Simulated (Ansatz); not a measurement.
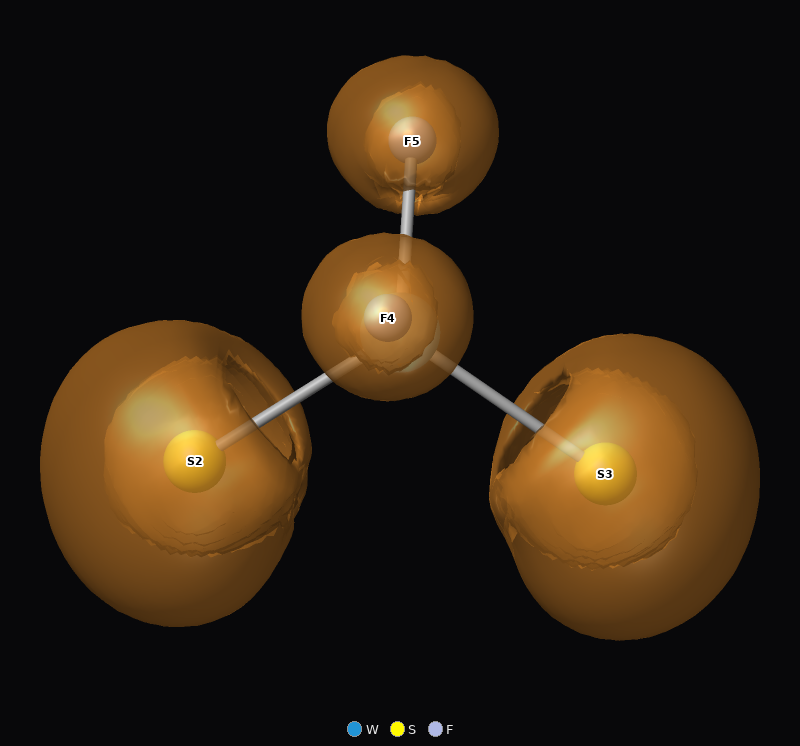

The picture shows: F2S2W (WS2F2). Isosurface of the electron localisation function at 0.8 (orange), seen at a tilt. Only the valence region is drawn (cores and ρ < 0.01 e/Å³ removed).

Geometry: PBE-D4/def2-SVP; core potentials replace the inner electrons of W.

The calculation used RKS PBE0-D4/def2-TZVP (Ansatz).

```yaml
atoms:
  - { symbol: W, position_ang: [-0.0984, 0.0003, -0.0689] }
  - { symbol: S, position_ang: [-0.0394, -0.0180, 2.0699] }
  - { symbol: S, position_ang: [1.9316, 0.0123, -0.7450] }
  - { symbol: F, position_ang: [-0.9018, 1.5939, -0.6143] }
  - { symbol: F, position_ang: [-0.8921, -1.5886, -0.6417] }
```

Describe the localisation domains.

Answer. The ELF exceeds this value in two rings or bowls of non-bonding electrons around S and two regions wrapped around F (the valence shell of each). Profiles from the grid: W–F (1.87 Å): the ELF peaks at about 0.80 in the valence shell of F, 0.5 Å from its nucleus, and drops to about 0.25 between the two atoms. W–S (2.14 Å): the ELF peaks at about 0.75 in the valence shell of S, 0.8 Å from its nucleus, and is about 0.50 at the midpoint.
